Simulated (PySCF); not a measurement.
C2F6, SMILES `FC(F)(F)C(F)(F)F`.

Level of theory: ωB97X/def2-TZVP (PySCF), at a geometry from GFN2-xTB. No frequency check shows the geometry to be a minimum. A basis without diffuse functions makes polarisabilities too small.

Cartesian coordinates (Å):

```
F1       1.2442   -0.7466    0.9948
C2       0.7794    0.0001   -0.0000
F3       1.2438    1.2351    0.1491
F4       1.2442   -0.4883   -1.1438
C5      -0.7793   -0.0001   -0.0001
F6      -1.2441    0.4835    1.1459
F7      -1.2441   -1.2342   -0.1541
F8      -1.2440    0.7505   -0.9917
```

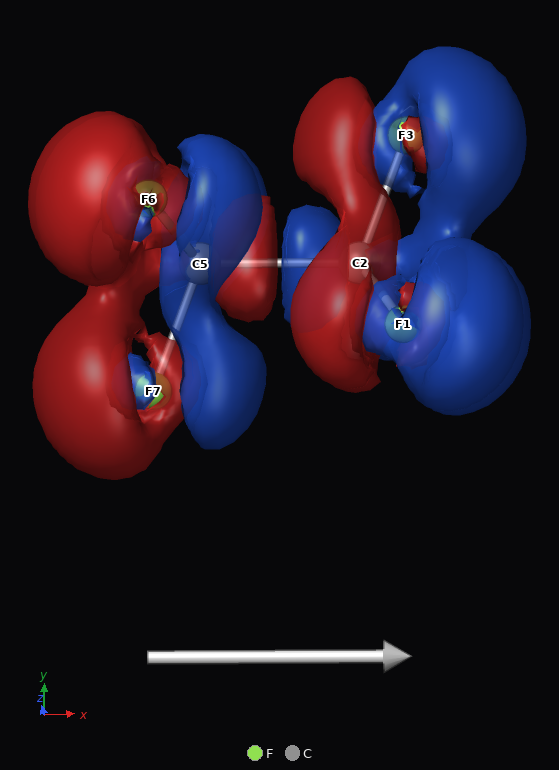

Change of the electron density in a uniform field of 0.21 V/Å along +x (arrow), surfaces at ±0.001 e/Å³ (red: gain, blue: loss).

> How large is the response?

The induced dipole is 0.29 D (along the field); α along this axis, from the fields in both directions, is 29 bohr³ (4.2 Å³).

> Which atoms gain and lose the most charge?

Electrons gather most on F6, F7 and F8 alike (Hirshfeld charge changes by −0.004 e) and leave F1, F3 and F4 alike most (+0.004 e); 0.035 electrons are displaced in all.

Run time: 44 s on 1 thread of Intel(R) Xeon(R) Platinum 8488C (Sapphire Rapids), with other jobs on the host, peak memory 1.4 GiB.
